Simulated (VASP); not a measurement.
Band structure of Ga4Ti2Y (space group I4/mmm). Method: PBEsol GGA, VASP's PBE PAW potentials (set 64) (plane waves; VASP 6.6.1).

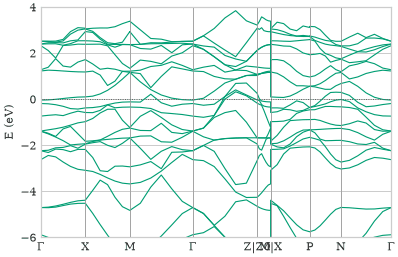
*Bands along high-symmetry lines, zero at the valence-band maximum or, without a gap, the Fermi level*

### Question
Read the plot: is there a gap, and where are the band edges?

### Answer
It has no gap at this level: it comes out as a metal or semimetal.

The structure comes from a computed database's Ga4Ti2Y entry (I4/mmm); how it stands against other phases isn't given here. The cell was not relaxed at this level. The electron count is odd and the run is not spin-polarised, which forces a metal.
